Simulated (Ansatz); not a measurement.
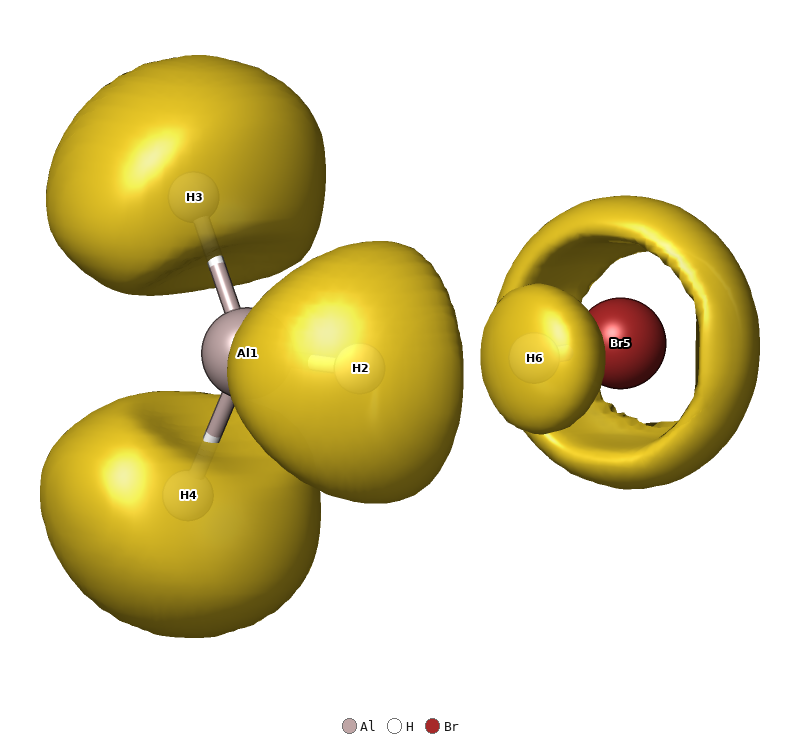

*AlH3···HBr. Isosurface of the ELF at 0.85 (yellow), seen across its widest extent. Only the valence region is drawn (cores and ρ < 0.01 e/Å³ removed).*

Not at a stationary point (largest force 1.4 eV/Å).

These are results of RKS PBE0-D4/def2-SVP in Ansatz 0.2.0, not measurements.

```tsv
atom	x (Å)	y (Å)	z (Å)
Al	-0.0063	0.2505	-0.0520
H	0.0002	0.2442	1.5224
H	1.3793	0.3104	-0.8135
H	-1.3982	0.2605	-0.8037
Br	0.1120	-3.0191	1.4586
H	0.0687	-1.5781	1.8928
```

Where are the electrons localised?

Answer. The ELF exceeds this value in four regions around hydrogen nuclei and one region wrapped around Br (its valence shell). Profiles from the grid: Al1···H6 (2.67 Å): the ELF dips to about 0.15 between them. Br–H (1.51 Å): the ELF climbs to about 1 towards the hydrogen, as it does in any bond to H.
